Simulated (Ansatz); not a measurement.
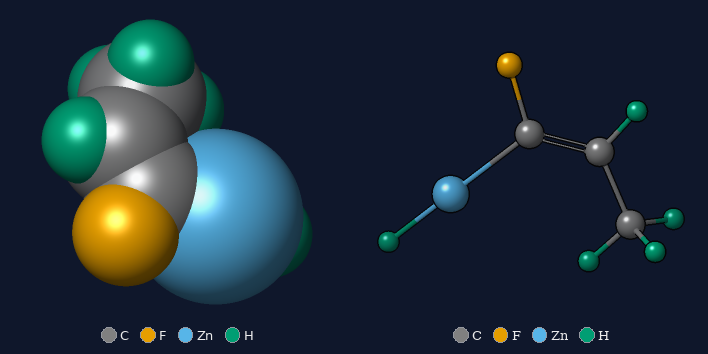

The same structure drawn twice, from different directions.

The geometry was computed by an optimisation with PBE0-D4/def2-TZVP.

Describe the molecule.

It has 10 atoms: 3 carbon, 5 hydrogen, 1 fluorine and 1 zinc (C3H5FZn). Its SMILES string is `C/C=[C](/F)[ZnH]`. Among its groups: alkene, C–F bond. This geometry has Cs symmetry. Coordination: 1 C tetrahedral; 2 C trigonal planar; 1 Zn linear.

More results for the same structure follow; atom numbers are the same in all pictures, views and colours differ.

## Shape

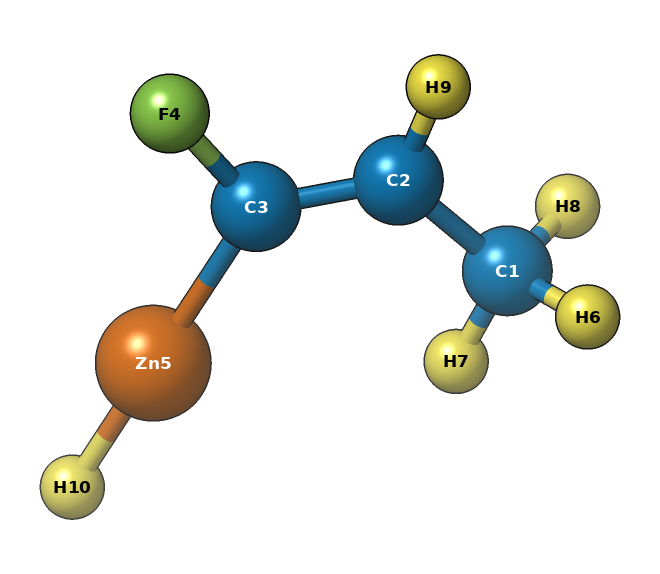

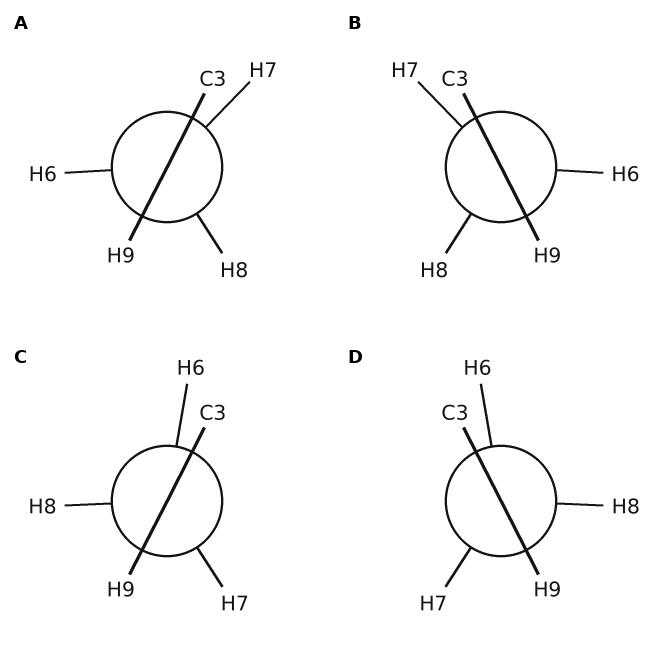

Distant atoms are faded towards the background colour. Bonds that would overlap in a projection are set slightly apart.

> Which Newman projection shows the view along C2–C1, with C2 in front?

A. The torsion angle C3–C2–C1–H6 is −120°, anticlinal.

## Electronic properties

Level of theory: RKS HSE06 (plane-wave form)-D4/def2-TZVPP (Ansatz 0.2.0).

Predict the main results.

- HOMO energy (Kohn–Sham orbital): −6.61 eV
- LUMO energy (Kohn–Sham orbital): −1.27 eV
- HOMO–LUMO gap: 5.34 eV
- dispersion correction: −14.4 kJ/mol

## Vibrations

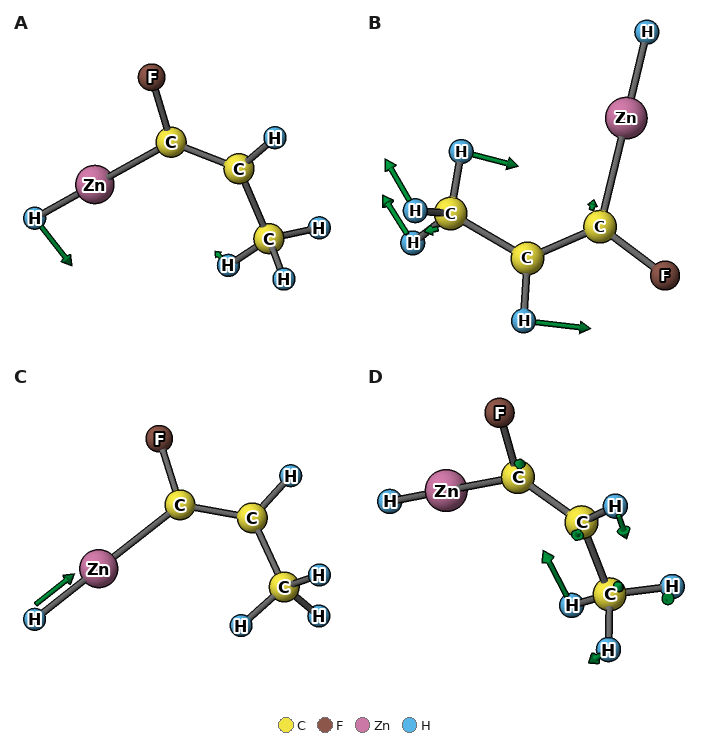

4 normal modes of one molecule or complex, as arrows. Harmonic vibrations computed with RKS PBE0-D4/def2-TZVP (Ansatz 0.2.0) at a stationary point of the same level.

> Match the panels to the wavenumbers 498 cm⁻¹, 947 cm⁻¹, 1149 cm⁻¹, 1928 cm⁻¹.

A: 498 cm⁻¹
B: 947 cm⁻¹
C: 1928 cm⁻¹, Zn–H stretching
D: 1149 cm⁻¹

## Charges

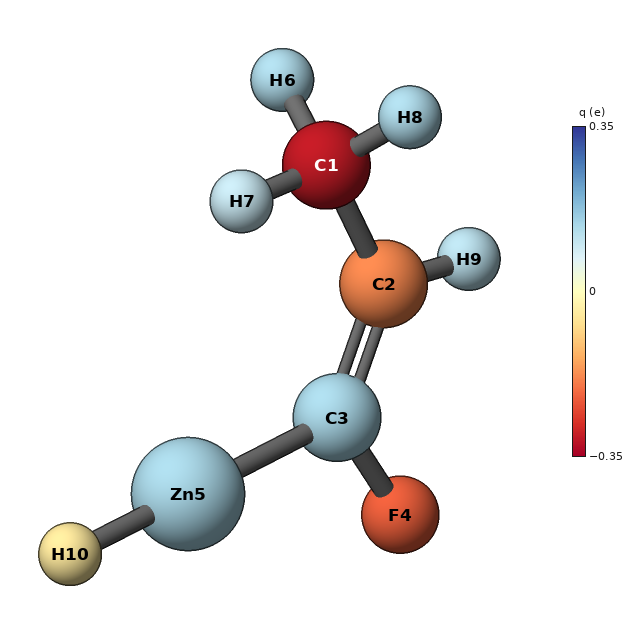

Atoms are coloured by their Mulliken charges. Properties computed with RKS PBE0-D4/def2-TZVP (Ansatz 0.2.0).

> Which atom carries the highest charge (most positive or least negative)?

C3, Zn5 (0.14 e).

> And the lowest?

C1 (−0.31 e).

Give the Mulliken charges atom by atom.

```tsv
atom	value (e)
C1	−0.31
C2	−0.18
C3	0.14
F4	−0.22
Zn5	0.14
H6	0.13
H7	0.10
H8	0.13
H9	0.12
H10	−0.05
```

Mulliken values depend strongly on the basis set and can even reverse the polarity of a bond.
